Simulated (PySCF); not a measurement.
# C7H14P: the cost of one run

Programs: PySCF 2.14.0, with routines of our own; each step states its level. All values are computed. Atoms count from 0.

### 1 The system as given

22 atoms, charge 1, multiplicity 1; geometry from: GFN2-xTB.

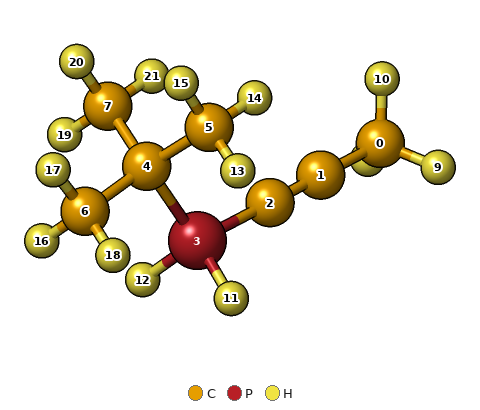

The starting geometry (carbon amber, phosphorus red, hydrogen yellow).

### 2 Magnetic properties: GIAO PBE/pcSseg-1

Job settings and geometry (Å):

```
{"job": {"kind": "mag", "xc": "PBE", "basis": "pcSseg-1", "isotopologues": 2}, "charge": 1, "multiplicity": 1}
C      4.049684     0.478167     0.431191
C      2.766852    -0.047799     0.100658
C      1.681092    -0.503801    -0.184439
P      0.128079    -1.131503    -0.588665
C     -1.292123    -0.051464    -0.109009
C     -1.250669     0.124662     1.407983
C     -2.562931    -0.774438    -0.554534
C     -1.117433     1.280534    -0.837348
H      4.666878     0.538258    -0.465487
H      4.541387    -0.170339     1.156443
H      3.946971     1.475190     0.859644
H      0.000717    -2.372612    -0.003780
H      0.096783    -1.364518    -1.946524
H     -1.349223    -0.832061     1.920338
H     -0.321462     0.596853     1.725078
H     -2.075889     0.758907     1.723884
H     -2.573255    -0.933273    -1.632378
H     -3.431804    -0.171751    -0.298968
H     -2.667628    -1.737563    -0.055883
H     -1.116446     1.143321    -1.918615
H     -1.941224     1.944648    -0.586060
H     -0.188768     1.769967    -0.545162
```

With the program's defaults for keys left out, this is: GIAO PBE/pcSseg-1 magnetisability, rotational g tensor and spin-rotation constants, non-relativistic, gas phase.

On the command line:

```sh
OMP_NUM_THREADS=1 python excited_run.py task.json out
```

One launch serves the whole session: the jobs run in the order shown.

**Question.** How long does this first job take on 1 thread of Intel Xeon Platinum 8259CL at 2.50GHz, shared host, and how much memory does it need?

About 1.8 min, with a peak of 0.79 GiB.
